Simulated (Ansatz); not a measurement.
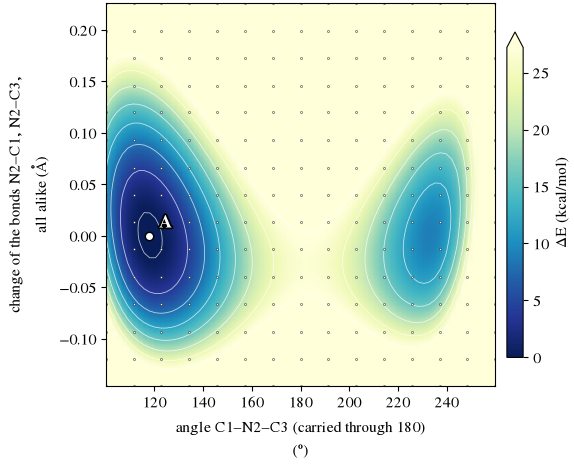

C₄H₆FN, SMILES C=NC=CCF. The first coordinate is: angle C1–N2–C3 (carried through 180); the second: change of the bonds N2–C1, N2–C3, all alike. Nothing is relaxed (all other coordinates rigid). Grid: 15 × 15 points. Points are written as (first, second). Energies are in kcal/mol, from the lowest grid point. Computed with Ansatz, RKS PBE0-D4/def2-SVP.

In the figure: a smooth colour map with a few white contour lines, dots at the grid points, one colour for all values above the top of the scale, the well A. Between grid points the surface is interpolated.

Estimate the position of the minimum and the force constants in these coordinates. Take the well at A.

Answer. The interpolated minimum is at the first coordinate ≈ 118.0°, the second coordinate ≈ 0.000 Å. The curvatures there are about 8.1 eV/rad² and 121 eV/Å², with a cross term of about 7.6 eV/(rad·Å). Round the minimum the valley is somewhat tilted: raising the first coordinate shifts the best value of the second coordinate downwards (coupling k₁₂/√(k₁₁k₂₂) about 0.2). (1 eV is 23.1 kcal/mol.)
